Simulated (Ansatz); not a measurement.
# CN (SMILES [C]#N): levels of theory compared

Aim: a comparison of 6 runs (U-wB97M-V/6-31G, UB2PLYP/6-31G, UB3LYP/6-31G, UBLYP/3-21G, UHSE06/3-21G, UPBE0/6-31G) of CN. 

The calculation is run with Ansatz 0.2.0.

77 further runs of the same task are left out: 77 set aside as unsound or not needed.

## (1) The molecule

CN has 2 atoms, charge 0, and is taken as a doublet. As SMILES, `[C]#N`. The N2–C1 distance was set to 1.450 Å, away from the relaxed value.

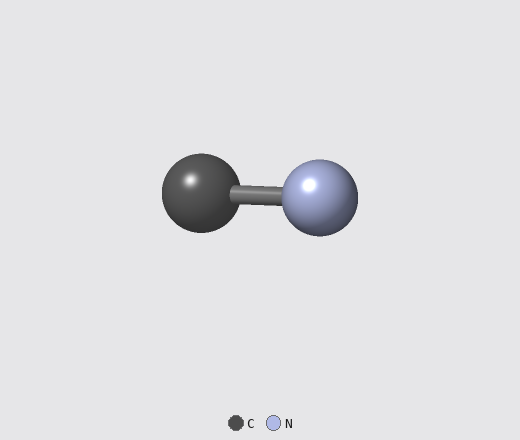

Viewed from a chosen angle; carbon dark grey, nitrogen light blue.

## (2) A single-point energy at U-wB97M-V/6-31G (run 1)

job.yaml

```yaml
crystal:
  periodic: [false, false, false]
  atoms:
    - {symbol: C, position_ang: [0.743434, -0.240611, 0.382817]}
    - {symbol: N, position_ang: [-0.495600, 0.160400, -0.255200]}
basis:
  gaussian:
    orbitals: 6-31G
magnetization:
  spin_polarized: true
  initial_magnetization: 1
hamiltonian:
  xc: {name: wB97M-V}
accuracy: high
```

On the command line:

```console
$ ansatz run job.yaml --threads 1 --pin off --max-ram 2610MiB --events-out events.jsonl --progress --plain --runs-dir runs
```

What it wrote, cut to the lines that bear on the results:

```text
Warning: RAYON_NUM_THREADS=1 ignored (pool sized by the plan → 1); use --threads N
Functional definition: wB97M-V
  name "wB97M-V"
[...]
  gx(w, u) = 1 - cx + cx01*u + cx10*w
  gss(w, u) = css00 + css04*u^4 + css10*w + css20*w^2 + css43*w^4*u^3
  gos(w, u) = cos00 + cos10*w + (cos20 + cos21*u)*w^2 + (cos60 + cos61*u)*w^6
[...]
      + integral(e_c_pw_mod_opposite_spin*gos(b97_w_opposite, b97_u_opposite)) + vv10(b, c)
422 factors; integrals over basis functions are off by at most 3.5e-9 eV
131 factors; integrals over basis functions are off by at most 2.7e-9 eV
[...]
mean field -2519.11778537 eV, -92.5758710929 hartree, gradient 2.2e-8 eV, S^2 0.758446; 4 other end points of the search recorded, 0 dependent functions left out
reference -2519.11778706 eV, -92.5758711552 hartree; 7, 6 occupied and 11, 12 virtual orbitals, 422 factors
Total energy: -2519.11778706 eV, -92.5758711552 hartree
```

It took 16 s on 1 thread of Intel Xeon Platinum 8375C at 2.90GHz (Ice Lake), shared host; peak memory 0.27 GiB.

## (3) The energy at UB2PLYP/6-31G (run 2)

Changes to job.yaml since step 2:

```diff
@@ -12,3 +12,5 @@
 hamiltonian:
-  xc: {name: wB97M-V}
+  xc: {name: B2PLYP}
+correlation:
+  frozen_orbitals: {C: 1, "N": 1}
 accuracy: high
```

On the command line:

```console
$ ansatz run job.yaml --threads 1 --pin off --max-ram 2610MiB --events-out events.jsonl --progress --plain --runs-dir runs
```

What it wrote, cut to the lines that bear on the results:

```text
Warning: RAYON_NUM_THREADS=1 ignored (pool sized by the plan → 1); use --threads N
Functional definition: B2PLYP
  name "B2PLYP"
[...]
422 factors; integrals over basis functions are off by at most 3.5e-9 eV
[...]
mean field -2515.07241193 eV, -92.4272063612 hartree, gradient 1.5e-8 eV, S^2 1.000328; 5 other end points of the search recorded, 0 dependent functions left out
2 core orbitals not correlated: weight in the atoms' cores, before any rotation towards them, 1.000 or more for the frozen orbitals, at most 0.000 for the correlated occupied ones
reference -2515.07242448 eV, -92.4272068222 hartree; 5, 4 occupied and 11, 12 virtual orbitals, 422 factors
second order -6.28372442 eV of doubles, -0.00000000 eV of singles
Total energy: -2516.76903007 eV, -92.4895559278 hartree
```

Wall time 1.6 s (1 thread of Intel Xeon Platinum 8375C at 2.90GHz (Ice Lake), shared host); peak memory 0.11 GiB.

Runs 3 to 4 aren't shown in full; the table further down has their settings and results.

## (4) A single-point energy at UHSE06/3-21G (run 5)

job.yaml

```yaml
crystal:
  periodic: [false, false, false]
  atoms:
    - {symbol: C, position_ang: [0.743434, -0.240611, 0.382817]}
    - {symbol: "N", position_ang: [-0.495600, 0.160400, -0.255200]}
basis:
  gaussian:
    orbitals: 3-21G.json
magnetization:
  spin_polarized: true
  initial_magnetization: 1
hamiltonian:
  xc: {name: HSE06}
accuracy: high
```

The basis set 3-21G is read from a file made from the Basis Set Exchange's data (not shown).

On the command line:

```console
$ ansatz run job.yaml --threads 1 --pin off --max-ram 2610MiB --events-out events.jsonl --progress --plain --runs-dir runs
```

What it wrote:

```text
Warning: RAYON_NUM_THREADS=1 ignored (pool sized by the plan → 1); use --threads N
Functional definition: HSE06
  name "HSE06"
  parameter a = 0.25
  parameter omega = 0.11/bohr
  exchange = pbe_x - a*pbe_x_sr(omega) + a*exact_x_sr(omega)
  correlation = pbe_c
394 factors; integrals over basis functions are off by at most 4.4e-9 eV
58 factors; integrals over basis functions are off by at most 9.6e-10 eV
mean field evaluation 1: about -2502.9554 eV, gradient 9.0e0 eV
mean field evaluation 2: about -2500.1677 eV, gradient 2.6e1 eV
mean field evaluation 4: about -2503.3082 eV, gradient 2.3e-1 eV
mean field evaluation 8: about -2503.3100 eV, gradient 7.3e-2 eV
mean field evaluation 16: about -2503.3106 eV, gradient 7.0e-5 eV
mean field evaluation 32: about -2503.3965 eV, gradient 5.5e-2 eV
mean field evaluation 64: about -2503.3748 eV, gradient 1.0e-3 eV
mean field -2503.39631606 eV, -91.9981177523 hartree, gradient 4.5e-8 eV, S^2 0.798458; 6 other end points of the search recorded, 0 dependent functions left out
reference -2503.39631698 eV, -91.9981177860 hartree; 7, 6 occupied and 11, 12 virtual orbitals, 394 factors
Total energy: -2503.39631698 eV, -91.9981177860 hartree
```

It took 3.3 s on 1 thread of Intel Xeon Platinum 8375C at 2.90GHz (Ice Lake), shared host; peak memory 0.11 GiB.

## (5) A single-point energy at UPBE0/6-31G (run 6)

molecule.yaml

```yaml
crystal:
  periodic: [false, false, false]
  atoms:
    - {symbol: C, position_ang: [0.743434, -0.240611, 0.382817]}
    - {symbol: N, position_ang: [-0.495600, 0.160400, -0.255200]}
basis:
  gaussian:
    orbitals: 6-31G
accuracy: high
magnetization:
  spin_polarized: true
  initial_magnetization: 1
hamiltonian:
  xc: {name: PBE0}
```

On the command line:

```console
$ ansatz run molecule.yaml --threads 1 --pin off --max-ram 2610MiB --events-out events.jsonl --progress --plain --runs-dir runs
```

What it wrote:

```text
Warning: RAYON_NUM_THREADS=1 ignored (pool sized by the plan → 1); use --threads N
Functional definition: PBE0
  name "PBE0"
  parameter a = 0.25
  parameter kappa = 0.804
  parameter beta = 0.06672455060314922
  exchange = (1 - a)*pbe_x(kappa = kappa, mu = beta*pi^2/3) + a*exact_x
  correlation = pbe_c(beta = beta)
422 factors; integrals over basis functions are off by at most 3.5e-9 eV
mean field evaluation 1: about -2513.0888 eV, gradient 2.8e1 eV
mean field evaluation 2: about -2461.8674 eV, gradient 9.8e1 eV
mean field evaluation 4: about -2516.6620 eV, gradient 2.1e0 eV
mean field evaluation 8: about -2516.6834 eV, gradient 1.1e-1 eV
mean field evaluation 16: about -2516.6952 eV, gradient 4.3e-2 eV
mean field evaluation 32: about -2516.7323 eV, gradient 8.0e-3 eV
mean field -2516.73232961 eV, -92.4882072108 hartree, gradient 4.9e-8 eV, S^2 0.810712; 7 other end points of the search recorded, 0 dependent functions left out
reference -2516.73233060 eV, -92.4882072470 hartree; 7, 6 occupied and 11, 12 virtual orbitals, 422 factors
Total energy: -2516.73233060 eV, -92.4882072470 hartree
```

Run time: 1.4 s. Hardware: 1 thread of Intel Xeon Platinum 8375C at 2.90GHz (Ice Lake), shared host; peak memory 0.11 GiB.

## (6) Overview of the runs

```tsv
run	level	frozen core orbitals	energy (Eh)	⟨S²⟩	wall time
1	U-wB97M-V/6-31G	–	-92.575871	0.758	16 s
2	UB2PLYP/6-31G	2	-92.489556	1.000	1.6 s
3	UB3LYP/6-31G	–	-92.606212	0.790	1.6 s
4	UBLYP/3-21G	–	-92.120012	0.754	1.3 s
5	UHSE06/3-21G	–	-91.998118	0.798	3.3 s
6	UPBE0/6-31G	–	-92.488207	0.811	1.4 s
```

## (7) Results

| quantity | value |
| --- | --- |
| run 6: total energy | -92.48821 Eh |
| run 6: ⟨S²⟩ | 0.811 |

Totals of different functionals can't be ranked against each other. Spin contamination of the reference: run 2 ⟨S²⟩ = 1.00. All runs together took 25 s, the longest 16 s.
